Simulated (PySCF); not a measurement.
# Technetium: the same states on changed settings

These states were run before on sound settings. What differs here: radial step 0.5 in ln r (0.13 in the sound run), unsound on purpose. What does it move?

Method: unrestricted determinants in a Gaussian basis, no spin-orbit coupling in the energies. Code: PySCF 2.14.0.

## 1. The atom as given

| Item | Value |
| --- | --- |
| Element | technetium (Z = 43) |
| Basis | cc-pVDZ-PP with ECP28MDF |
| Hamiltonian | a scalar-relativistic core potential |
| State 1 | Tc²⁺: [Kr] 4d5, high-spin 6S determinant |
| State 2 | Tc³⁺: [Kr] 4d4, high-spin 5D determinant |
| Methods | PBE0, LDA |

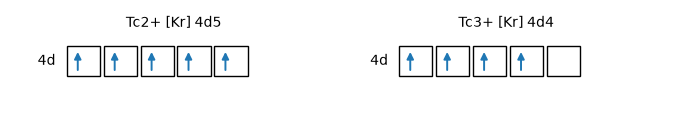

Occupation of the outer shells (arrows by Hund's rule).

The sound run (cc-pVDZ-PP with ECP28, scalar relativity through the core potential, symmetry-adapted start, fine grid, valence correlation) gave:

```csv
species,method,energy (hartree)
Tc²⁺,UHF,-79.11978
Tc²⁺,PBE0,-79.61109
Tc²⁺,LDA,-79.40044
Tc²⁺,MP2 (valence),-79.16125
Tc³⁺,UHF,-78.05907
Tc³⁺,PBE0,-78.51314
Tc³⁺,LDA,-78.29432
Tc³⁺,MP2 (valence),-78.08214
```

One driver process ran all states and methods and kept the integrals in memory. Each run is shown as a PySCF script that sums up its settings (the driver passes frozen orbitals as a list and adds second-order terms of double hybrids); the logs are those of the runs themselves. The driver starts from symmetry-adapted Hartree-Fock orbitals, holds the occupation by maximum overlap and uses a logarithmic radial grid for functionals, so a plain start would take other cycles.

The driver's launch:

```bash
$ OMP_NUM_THREADS=1 python atomrun2.py TASK.json OUT
```

The integrals over 38 functions and the set-up took 0.06 s of CPU time.

The grid is set inside the driver, so the scripts do not show it: radial step 0.5 in ln r (0.13 in the sound run).

## 2. Changed run, Tc²⁺: the ladder of methods

Level: PBE0.

input.py reads:

```python
from pyscf import gto, scf, dft, mp, cc
import basis_set_exchange as bse
txt = bse.get_basis("cc-pVDZ-PP", elements=["Tc"], fmt="nwchem", header=False)
cut = txt.index("\nECP")
mol = gto.M(atom="Tc 0 0 0", charge=2, spin=5, symmetry="D2h",
            basis=gto.basis.parse(txt[:cut]),
            ecp={"Tc": gto.basis.parse_ecp(txt[cut:])})
mf = dft.UKS(mol, xc="PBE0")
mf.irrep_nelec = {'Ag': (3, 1), 'B1g': (1, 0), 'B2g': (1, 0), 'B3g': (1, 0), 'B1u': (1, 1), 'B2u': (1, 1), 'B3u': (1, 1)}
mf.kernel()
```

Output:

```text
damping factor = 0
level_shift factor = 0
DIIS = <class 'pyscf.scf.diis.CDIIS'>
diis_start_cycle = 1
diis_space = 10
diis_damp = 0
SCF conv_tol = 1e-09
SCF conv_tol_grad = None
number electrons alpha = 9  beta = 4
XC functionals = PBE0
    C. Adamo and V. Barone.,  J. Chem. Phys. 110, 6158 (1999)
    M. Ernzerhof and G. E. Scuseria.,  J. Chem. Phys. 110, 5029 (1999)
cycle= 1 E= -79.5880572067114  delta_E= -0.00132  |g|= 0.0136  |ddm|= 0.137
cycle= 2 E= -79.5880989048823  delta_E= -4.17e-05  |g|= 0.00726  |ddm|= 0.0591
cycle= 3 E= -79.5881188490521  delta_E= -1.99e-05  |g|= 0.00029  |ddm|= 0.0202
cycle= 4 E= -79.5881188775643  delta_E= -2.85e-08  |g|= 3.2e-06  |ddm|= 0.000844
cycle= 5 E= -79.5881188775677  delta_E= -3.41e-12  |g|= 6.9e-08  |ddm|= 1.23e-05
converged SCF energy = -79.5881188775677  <S^2> = 8.7501007  2S+1 = 6.0000336
```

Time after the integrals: 0.1 s (1 thread of Neoverse-V2, shared host).

The occupied shells:

```csv
shell,electrons,mean orbital energy (eV),spread (eV),rms radius (bohr)
4s α,1,-95.952,0,1.14
4s β,1,-91.331,0,1.14
4p α,3,-66.889,0,1.26
4p β,3,-61.579,0,1.26
4d α,5,-25.517,0,1.75
```

⟨S²⟩ = 8.750, ⟨L²⟩ = 0.00.

Energies and moments cover only the electrons outside the core potential.

Level: LDA.

input.py, as changed from the run before:

```diff
@@ -7,3 +7,3 @@
             ecp={"Tc": gto.basis.parse_ecp(txt[cut:])})
-mf = dft.UKS(mol, xc="PBE0")
+mf = dft.UKS(mol, xc="LDA,VWN")
 mf.irrep_nelec = {'Ag': (3, 1), 'B1g': (1, 0), 'B2g': (1, 0), 'B3g': (1, 0), 'B1u': (1, 1), 'B2u': (1, 1), 'B3u': (1, 1)}
```

Output:

```text
damping factor = 0
level_shift factor = 0
DIIS = <class 'pyscf.scf.diis.CDIIS'>
diis_start_cycle = 1
diis_space = 10
diis_damp = 0
SCF conv_tol = 1e-09
SCF conv_tol_grad = None
number electrons alpha = 9  beta = 4
XC functionals = LDA,VWN
    P. A. M. Dirac.,  Math. Proc. Cambridge Philos. Soc. 26, 376 (1930)
    F. Bloch.,  Z. Phys. 57, 545 (1929)
    S. H. Vosko, L. Wilk, and M. Nusair.,  Can. J. Phys. 58, 1200 (1980)
cycle= 1 E= -79.3868079735154  delta_E= -0.00346  |g|= 0.0594  |ddm|= 0.221
cycle= 2 E= -79.3873423176257  delta_E= -0.000534  |g|= 0.0467  |ddm|= 0.256
cycle= 3 E= -79.3881816500155  delta_E= -0.000839  |g|= 0.000206  |ddm|= 0.116
cycle= 4 E= -79.3881816692667  delta_E= -1.93e-08  |g|= 3.86e-06  |ddm|= 0.000357
cycle= 5 E= -79.3881816692713  delta_E= -4.6e-12  |g|= 8.03e-08  |ddm|= 1.45e-05
converged SCF energy = -79.3881816692713  <S^2> = 8.7500226  2S+1 = 6.0000075
```

It took 0.07 s on 1 thread of Neoverse-V2, shared host, the integrals not counted.

Energies and moments cover only the electrons outside the core potential.

## 3. Changed run, Tc³⁺, method by method

Level: PBE0.

input.py reads:

```python
from pyscf import gto, scf, dft, mp, cc
import basis_set_exchange as bse
txt = bse.get_basis("cc-pVDZ-PP", elements=["Tc"], fmt="nwchem", header=False)
cut = txt.index("\nECP")
mol = gto.M(atom="Tc 0 0 0", charge=3, spin=4, symmetry="D2h",
            basis=gto.basis.parse(txt[:cut]),
            ecp={"Tc": gto.basis.parse_ecp(txt[cut:])})
mf = dft.UKS(mol, xc="PBE0")
mf.irrep_nelec = {'Ag': (2, 1), 'B1g': (1, 0), 'B2g': (1, 0), 'B3g': (1, 0), 'B1u': (1, 1), 'B2u': (1, 1), 'B3u': (1, 1)}
mf.kernel()
```

Output:

```text
damping factor = 0
level_shift factor = 0
DIIS = <class 'pyscf.scf.diis.CDIIS'>
diis_start_cycle = 1
diis_space = 10
diis_damp = 0
SCF conv_tol = 1e-09
SCF conv_tol_grad = None
number electrons alpha = 8  beta = 4
XC functionals = PBE0
    C. Adamo and V. Barone.,  J. Chem. Phys. 110, 6158 (1999)
    M. Ernzerhof and G. E. Scuseria.,  J. Chem. Phys. 110, 5029 (1999)
cycle= 1 E= -78.4897651239584  delta_E= -0.00239  |g|= 0.00716  |ddm|= 0.114
cycle= 2 E= -78.4897814701514  delta_E= -1.63e-05  |g|= 0.00145  |ddm|= 0.0214
cycle= 3 E= -78.4897822035477  delta_E= -7.33e-07  |g|= 0.000371  |ddm|= 0.00561
cycle= 4 E= -78.4897822521537  delta_E= -4.86e-08  |g|= 1.7e-05  |ddm|= 0.00129
cycle= 5 E= -78.489782252284  delta_E= -1.3e-10  |g|= 1.03e-06  |ddm|= 4.74e-05
converged SCF energy = -78.489782252284  <S^2> = 6.0004134  2S+1 = 5.0001654
```

It took 0.1 s on 1 thread of Neoverse-V2, shared host, the integrals not counted.

Orbital energies by shell (radii are means over both spins):

```csv
shell,electrons,mean orbital energy (eV),spread (eV),rms radius (bohr)
4s α,1,-109.91,0,1.13
4s β,1,-105.86,0,1.13
4p α,3,-80.465,0.224,1.25
4p β,3,-75.847,1.558,1.25
4d α,4,-38.208,1.014,1.64
```

⟨S²⟩ = 6.000, ⟨L²⟩ = 6.01.

Energies and moments cover only the electrons outside the core potential.

Level: LDA.

input.py, as changed from the run before:

```diff
@@ -7,3 +7,3 @@
             ecp={"Tc": gto.basis.parse_ecp(txt[cut:])})
-mf = dft.UKS(mol, xc="PBE0")
+mf = dft.UKS(mol, xc="LDA,VWN")
 mf.irrep_nelec = {'Ag': (2, 1), 'B1g': (1, 0), 'B2g': (1, 0), 'B3g': (1, 0), 'B1u': (1, 1), 'B2u': (1, 1), 'B3u': (1, 1)}
```

Output:

```text
damping factor = 0
level_shift factor = 0
DIIS = <class 'pyscf.scf.diis.CDIIS'>
diis_start_cycle = 1
diis_space = 10
diis_damp = 0
SCF conv_tol = 1e-09
SCF conv_tol_grad = None
number electrons alpha = 8  beta = 4
XC functionals = LDA,VWN
    P. A. M. Dirac.,  Math. Proc. Cambridge Philos. Soc. 26, 376 (1930)
    F. Bloch.,  Z. Phys. 57, 545 (1929)
    S. H. Vosko, L. Wilk, and M. Nusair.,  Can. J. Phys. 58, 1200 (1980)
cycle= 1 E= -78.2818724264434  delta_E= -0.00356  |g|= 0.0328  |ddm|= 0.172
cycle= 2 E= -78.2821560856399  delta_E= -0.000284  |g|= 0.0175  |ddm|= 0.151
cycle= 3 E= -78.2822681778363  delta_E= -0.000112  |g|= 0.000339  |ddm|= 0.0553
cycle= 4 E= -78.2822682152351  delta_E= -3.74e-08  |g|= 4.36e-06  |ddm|= 0.000699
cycle= 5 E= -78.2822682152432  delta_E= -8.01e-12  |g|= 2.95e-07  |ddm|= 7.96e-06
converged SCF energy = -78.2822682152432  <S^2> = 6.0001032  2S+1 = 5.0000413
```

It took 0.07 s on 1 thread of Neoverse-V2, shared host, the integrals not counted.

Energies and moments cover only the electrons outside the core potential.

## 4. What moved

```csv
species,method,converged,energy less sound run (eV)
Tc²⁺,PBE0,yes,+0.6250
Tc²⁺,LDA,yes,+0.3337
Tc³⁺,PBE0,yes,+0.6356
Tc³⁺,LDA,yes,+0.3278
```

Ionisation energy of Tc²⁺:

```csv
method,sound run (eV),changed run (eV),shift (eV)
UHF,28.863,28.863,+0.000
PBE0,29.877,29.887,+0.011
LDA,30.099,30.093,-0.006
```

## 5. Results

| quantity | value |
| --- | --- |
| change | radial step 0.5 in ln r (0.13 in the sound run) |
| runs converged | 4 of 4 |
| largest shift of a converged total energy | 0.636 eV |
| largest shift of the ionisation energy | +0.011 eV (PBE0) |

What this shows: The ionisation energy moves by up to 0.01 eV, at PBE0. A coarse radial grid mis-integrates the density and the exchange-correlation energy, with errors of either sign; Hartree-Fock needs no grid. The setting is unsound on purpose, so these numbers are no properties of the atom.
